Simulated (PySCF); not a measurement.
**Frequency calculation of Hf$_{2}$Cl (charge +1)**

- system: Hf$_{2}$Cl, charge +1
- method: RKS-based PBE, Cl def2-SVP, Hf def2-SVP with ECP60; non-relativistic Hamiltonian with a scalar-relativistic core potential; density fitting (PySCF 2.14.0)

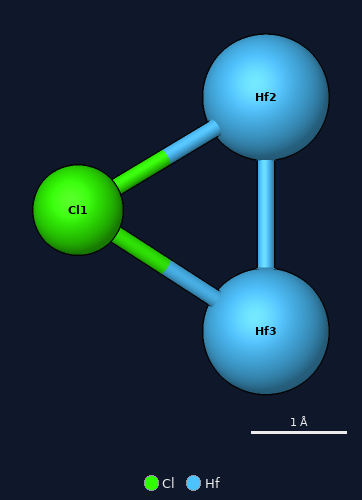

*The structure (ball-and-stick view, seen at a tilt; atoms are numbered from 1 in the order of the input). Sticks mark near contacts.*

Bond lengths as drawn: Cl–Hf 2.48 Å and Hf–Hf 2.47 Å.

## Key numbers

```json
{"quantity": "outcome", "value": "converged"}
{"quantity": "total energy", "value": "−555.596452 hartree"}
{"quantity": "HOMO", "value": "−8.48 eV"}
{"quantity": "LUMO", "value": "−8.04 eV"}
{"quantity": "zero-point energy", "value": "0.001626 hartree"}
{"quantity": "wavenumbers, lowest and highest", "value": "164 and 333 cm⁻¹"}
{"quantity": "hardware", "value": "2 threads of Intel Xeon (Granite Rapids), 96 GiB of memory available, shared host"}
{"quantity": "wall time", "value": "19 s (CPU time 38 s)"}
{"quantity": "peak memory", "value": "0.73 GiB"}
```

## Input file
```python
from pyscf import gto, scf, dft
mol = gto.M(atom='''
Cl     0.000000     0.000000    -1.966143
Hf     1.233525     0.000000     0.191039
Hf    -1.233525     0.000000     0.191039''',
    basis={'Cl': 'def2-SVP', 'Hf': 'def2-SVP'},
    ecp={'Hf': 'def2-SVP'},
    charge=1, spin=0)
mf = dft.RKS(mol, xc='PBE')
mf.grids.atom_grid = (75, 302)
aux = {'Cl': 'def2-universal-JKFIT', 'Hf': 'def2-universal-JKFIT'}
mf = mf.density_fit(auxbasis=aux)
mf.conv_tol = 1e-09
mf.diis_space = 10
mf.max_cycle = 60
mf.verbose = 4
mf.kernel()
```

The script is an equivalent of the set-up of the self-consistent field. The run itself was carried out by a driver, which started from the orbitals of the step before it where there was one and computed the further properties.

Command:
```bash
OMP_NUM_THREADS=2 python axn.py task.json out
```

## Output
```
init E= -555.596452021297
  HOMO = -0.311504344830328  LUMO = -0.295304282273493  gap/eV = 0.44083
cycle= 1 E= -555.596452021296  delta_E= 7.96e-13  |g|= 3.04e-06  |ddm|= 1.24e-05
  HOMO = -0.311505229369175  LUMO = -0.295305063171919  gap/eV = 0.44083
Extra cycle  E= -555.596452021278  delta_E= 1.86e-11  |g|= 7.58e-06  |ddm|= 2.5e-05
converged SCF energy = -555.596452021278
```

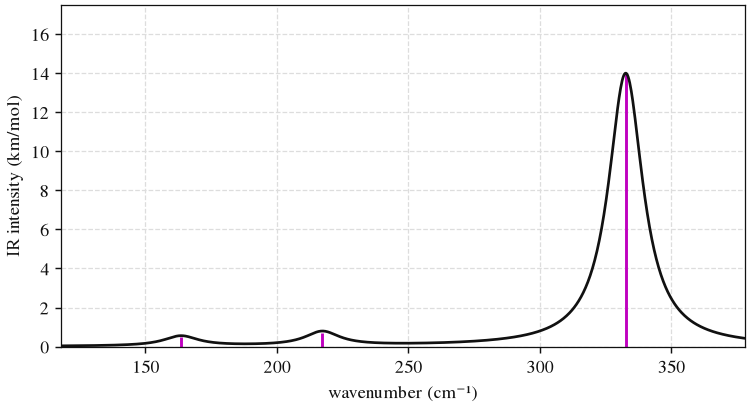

*Harmonic infrared spectrum, unscaled: sticks (degenerate modes added up, dark ones marked on the axis) with a Lorentzian envelope of 16 cm⁻¹ full width, scaled to the tallest stick.*

3 modes from 164 to 333 cm⁻¹, none imaginary. The strongest line is at 333 cm⁻¹ (14.0 km/mol). All modes, in cm⁻¹ (km/mol): 164 (0.5), 217 (0.7), 333 (14.0).
